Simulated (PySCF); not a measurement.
Geometry relaxation, with input and output: C₃H₈BN

- system: C₃H₈BN, SMILES C=CBNC
- method: PBE0-D3(BJ)/def2-SVP geometry optimisation, gas phase (PySCF 2.14.0)

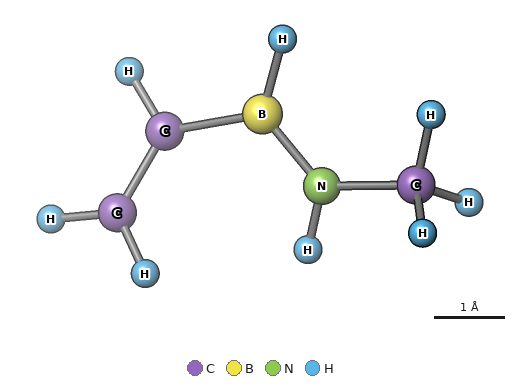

**Figure 1.** The starting structure (ball-and-stick view, seen at a tilt). Bond lengths as drawn: B–C 1.58 Å, B–H 1.18 Å, B–N 1.34 Å, C–C 1.35 Å, C–H 1.05 to 1.10 Å, C–N 1.48 Å and H–N 1.00 Å.

Key numbers:

```json
{"quantity": "outcome", "value": "converged"}
{"quantity": "total energy", "value": "−198.363441 hartree"}
{"quantity": "dipole moment", "value": "1.81 D"}
{"quantity": "point group", "value": "C1"}
{"quantity": "hardware", "value": "1 CPU thread, shared host"}
{"quantity": "wall time", "value": "38 s"}
{"quantity": "peak memory", "value": "0.44 GiB"}
```

Input:
```
{"job": {"xc": "PBE0", "basis": "def2-SVP", "d3": "d3bj", "grid": 1, "shake": 0.01, "kind": "geom"}, "charge": 0, "multiplicity": 1}
C      2.317190    -0.519760    -0.368550
C      1.633160     0.493160     0.213950
B      0.089360     0.793050     0.061970
N     -0.735980    -0.234480    -0.194060
C     -2.202410    -0.171850    -0.372010
H      3.356250    -0.641160    -0.260360
H      1.811380    -1.202360    -1.022680
H      2.239360     1.181550     0.824820
H     -0.314630     1.890240     0.206020
H     -0.424200    -1.184120    -0.268210
H     -2.531350     0.865750    -0.251620
H     -2.709610    -0.768670     0.397920
H     -2.522690    -0.518210    -1.360440
```

The first line tells a small driver script what to run in PySCF; the rest is the geometry in Å.

Launched with:
```bash
OMP_NUM_THREADS=1 python <driver script> task.json out
```

What the program printed:
```
step   0  E = -198.35633780  max force = 0.066072
step   1  E = -198.36314558  max force = 0.008630
step   2  E = -198.36330622  max force = 0.003768
step   3  E = -198.36340473  max force = 0.002026
step   4  E = -198.36342864  max force = 0.000880
step   5  E = -198.36343974  max force = 0.000763
step   6  E = -198.36344140  max force = 0.000159
optimisation converged
```

Trajectory as extended XYZ (Å, eV, eV/Å), 7 frames, from step=0 to step=6:
```
13
Properties=species:S:1:pos:R:3:forces:R:3 step=0 energy=-5397.55088
C     2.3172   -0.5198   -0.3685   -1.8700   1.4437   0.4901
C     1.6332    0.4932    0.2140    0.5593  -0.2282  -0.1193
B     0.0894    0.7931    0.0620    2.3952   0.5302   0.4516
N    -0.7360   -0.2345   -0.1941   -3.3976  -1.2354  -0.7286
C    -2.2024   -0.1719   -0.3720    1.0462   0.2766   0.4270
H     3.3563   -0.6412   -0.2604    1.6652  -0.2485   0.2355
H     1.8114   -1.2024   -1.0227   -0.3521  -0.6779  -0.5644
H     2.2394    1.1816    0.8248   -0.0989  -0.0216  -0.0348
H    -0.3146    1.8902    0.2060   -0.4331   0.7473   0.0193
H    -0.4242   -1.1841   -0.2682    0.5586  -0.4284   0.0271
H    -2.5314    0.8658   -0.2516   -0.0076   0.1117  -0.0236
H    -2.7096   -0.7687    0.3979   -0.0915  -0.1359   0.0226
H    -2.5227   -0.5182   -1.3604    0.0264  -0.1336  -0.2026
13
Properties=species:S:1:pos:R:3:forces:R:3 step=1 energy=-5397.73613
C     2.3294   -0.3480   -0.5604    0.4438  -0.3294   0.0387
C     1.6506    0.5057    0.2137   -0.1721   0.1247  -0.0359
B     0.1023    0.7261    0.1385   -0.1732  -0.1263  -0.0498
N    -0.7821   -0.3253   -0.1326    0.2334   0.2480   0.1097
C    -2.2106   -0.2365   -0.2844   -0.0527  -0.0815  -0.0644
H     3.4292   -0.4504   -0.4995   -0.3401   0.0504  -0.0919
H     1.8284   -1.0133   -1.2781    0.0224   0.1031   0.0171
H     2.2405    1.1519    0.8753    0.0016   0.0060   0.0569
H    -0.3728    1.8331    0.2981   -0.0107  -0.0196  -0.0072
H    -0.4058   -1.2650   -0.2037   -0.0089  -0.0237  -0.0335
H    -2.5235    0.8108   -0.1789    0.0061   0.0047  -0.0034
H    -2.7473   -0.8283    0.4789    0.0194   0.0095  -0.0307
H    -2.5449   -0.5919   -1.2782    0.0310   0.0342   0.0945
13
Properties=species:S:1:pos:R:3:forces:R:3 step=2 energy=-5397.74050
C     2.2963   -0.3696   -0.5457   -0.0068  -0.0332  -0.0306
C     1.6394    0.5142    0.2199    0.1521   0.1257  -0.0160
B     0.0989    0.7731    0.1408   -0.0214  -0.1938  -0.0441
N    -0.7594   -0.2924   -0.1310   -0.0741   0.0659   0.0434
C    -2.1893   -0.2530   -0.2888   -0.0120   0.0239  -0.0086
H     3.3845   -0.5075   -0.5177   -0.0540   0.0448   0.0690
H     1.7670   -0.9961   -1.2743   -0.0141   0.0029  -0.0188
H     2.2424    1.1409    0.8905    0.0206  -0.0118   0.0127
H    -0.3767    1.8798    0.2968   -0.0003  -0.0376  -0.0038
H    -0.3584   -1.2220   -0.2071    0.0152   0.0070  -0.0018
H    -2.5381    0.7828   -0.1815   -0.0120   0.0025  -0.0004
H    -2.7077   -0.8660    0.4689    0.0059   0.0001  -0.0012
H    -2.5058   -0.6152   -1.2823    0.0009   0.0035   0.0001
13
Properties=species:S:1:pos:R:3:forces:R:3 step=3 energy=-5397.74318
C     2.3232   -0.3642   -0.5430   -0.0799   0.1042  -0.0035
C     1.6485    0.5150    0.2135    0.0049  -0.0825  -0.0481
B     0.1017    0.7409    0.1281   -0.0118   0.0863   0.0236
N    -0.7741   -0.3093   -0.1352    0.0389  -0.0764   0.0081
C    -2.2044   -0.2441   -0.2830    0.0092   0.0344   0.0109
H     3.4099   -0.4739   -0.4968    0.0869  -0.0163   0.0249
H     1.8151   -0.9933   -1.2837   -0.0222  -0.0278   0.0103
H     2.2370    1.1493    0.8908   -0.0168  -0.0203  -0.0061
H    -0.3786    1.8446    0.2830   -0.0040   0.0256   0.0043
H    -0.3888   -1.2452   -0.2165   -0.0034  -0.0098  -0.0049
H    -2.5350    0.7975   -0.1719    0.0027  -0.0021   0.0035
H    -2.7275   -0.8494    0.4770    0.0013  -0.0058   0.0091
H    -2.5338   -0.5987   -1.2739   -0.0059  -0.0096  -0.0321
13
Properties=species:S:1:pos:R:3:forces:R:3 step=4 energy=-5397.74383
C     2.3210   -0.3608   -0.5473    0.0128  -0.0008   0.0119
C     1.6432    0.5148    0.2082   -0.0122   0.0161   0.0054
B     0.0967    0.7438    0.1292    0.0318  -0.0219  -0.0149
N    -0.7706   -0.3141   -0.1355   -0.0060   0.0453   0.0219
C    -2.2007   -0.2436   -0.2829   -0.0168  -0.0342  -0.0101
H     3.4095   -0.4695   -0.4874    0.0011  -0.0144  -0.0153
H     1.8167   -1.0003   -1.2827    0.0001   0.0089   0.0020
H     2.2318    1.1467    0.8866    0.0005   0.0038   0.0052
H    -0.3864    1.8465    0.2871   -0.0002  -0.0038   0.0008
H    -0.3832   -1.2491   -0.2186   -0.0103   0.0085  -0.0048
H    -2.5277    0.7987   -0.1687    0.0061  -0.0052   0.0012
H    -2.7251   -0.8492    0.4763   -0.0045  -0.0026  -0.0030
H    -2.5316   -0.5949   -1.2756   -0.0025   0.0002  -0.0004
13
Properties=species:S:1:pos:R:3:forces:R:3 step=5 energy=-5397.74413
C     2.3167   -0.3601   -0.5465    0.0201  -0.0392  -0.0027
C     1.6452    0.5185    0.2109    0.0013   0.0189   0.0090
B     0.0994    0.7521    0.1317   -0.0239  -0.0048  -0.0120
N    -0.7697   -0.3047   -0.1334    0.0032  -0.0163   0.0096
C    -2.2003   -0.2494   -0.2857    0.0053   0.0158  -0.0034
H     3.4049   -0.4821   -0.4922   -0.0229   0.0127  -0.0018
H     1.8034   -0.9957   -1.2791    0.0051   0.0084  -0.0057
H     2.2368    1.1471    0.8897    0.0009   0.0051   0.0048
H    -0.3810    1.8560    0.2900   -0.0018  -0.0045  -0.0002
H    -0.3785   -1.2379   -0.2165    0.0074  -0.0038  -0.0026
H    -2.5379    0.7895   -0.1724   -0.0053   0.0028   0.0006
H    -2.7213   -0.8603    0.4718    0.0044   0.0002  -0.0038
H    -2.5245   -0.6040   -1.2797    0.0063   0.0048   0.0081
13
Properties=species:S:1:pos:R:3:forces:R:3 step=6 energy=-5397.74418
C     2.3180   -0.3594   -0.5445   -0.0051   0.0045  -0.0023
C     1.6446    0.5192    0.2119    0.0030  -0.0058  -0.0050
B     0.0982    0.7484    0.1302    0.0032   0.0064   0.0005
N    -0.7693   -0.3094   -0.1337   -0.0012  -0.0015   0.0082
C    -2.1996   -0.2487   -0.2855   -0.0002  -0.0010  -0.0036
H     3.4058   -0.4775   -0.4915    0.0047   0.0040   0.0049
H     1.8068   -0.9930   -1.2800   -0.0006  -0.0018  -0.0001
H     2.2340    1.1498    0.8912   -0.0014  -0.0027   0.0001
H    -0.3850    1.8512    0.2870   -0.0015   0.0003   0.0004
H    -0.3790   -1.2430   -0.2172   -0.0005   0.0003  -0.0007
H    -2.5338    0.7913   -0.1714    0.0001  -0.0010   0.0012
H    -2.7223   -0.8585    0.4716    0.0002  -0.0021  -0.0010
H    -2.5250   -0.6014   -1.2794   -0.0008   0.0004  -0.0025
```

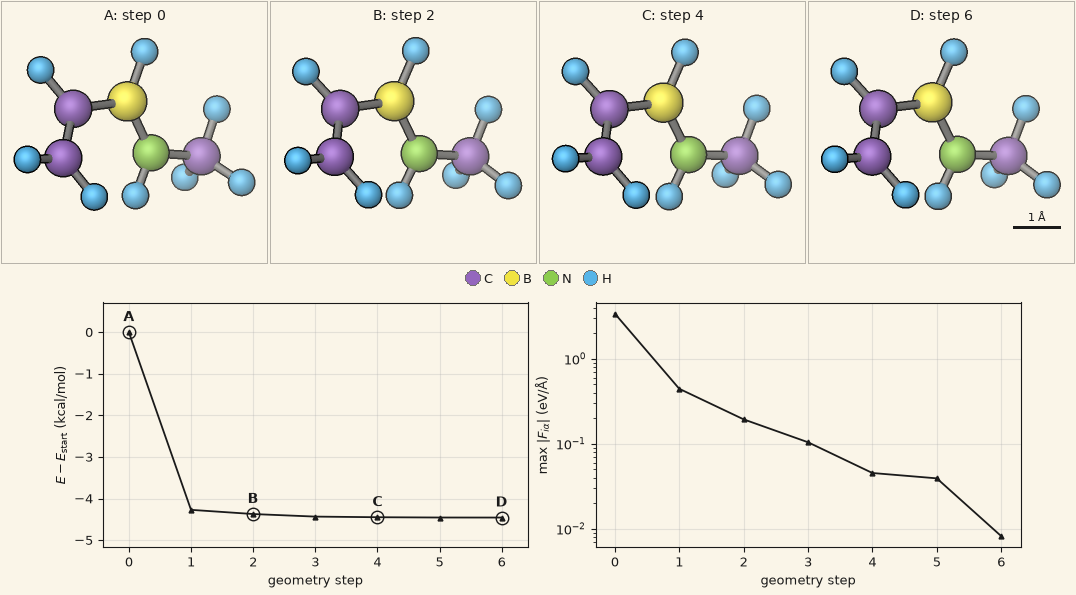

**Figure 2.** Frames of the relaxation (ball-and-stick view, seen at a tilt) above the curves, on which the letters mark them (steps are counted from 0).

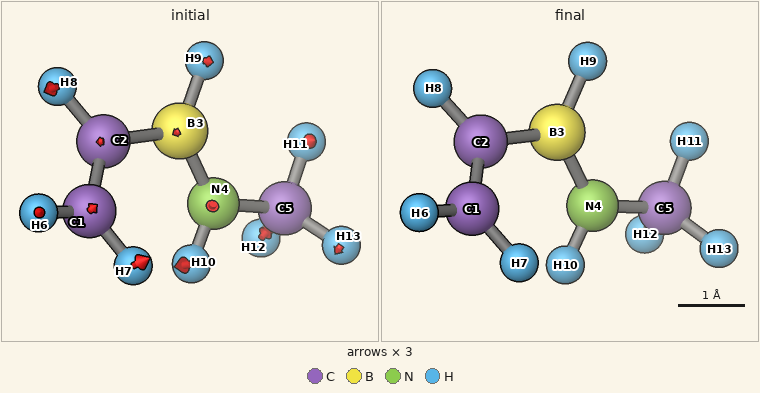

**Figure 3.** Before (left) and after (right) the relaxation, at one scale (ball-and-stick view, seen at a tilt). The red arrows give the displacements, magnified 3 times. The largest moves after the best rigid fit, 0.13 Å, are those of H7 and H10. By element the largest moves are H 0.13 Å, N 0.08 Å, C 0.06 Å, B 0.05 Å. Distances before and after: B3–N4 1.343 → 1.393 Å, C1–H6 1.052 → 1.096 Å, N4–C5 1.479 → 1.440 Å, B3–H9 1.178 → 1.214 Å. Among the angles that change: B3–N4–H10 123.2° → 118.3°, C5–N4–H10 109.9° → 114.3°, N4–B3–H9 121.7° → 117.8°. After 6 geometry steps the energy has fallen by 4.46 kcal/mol. Largest force component: 3.4 eV/Å at the start, 0.0082 eV/Å at the end. (Atoms are counted from 1 in the order of the input.)
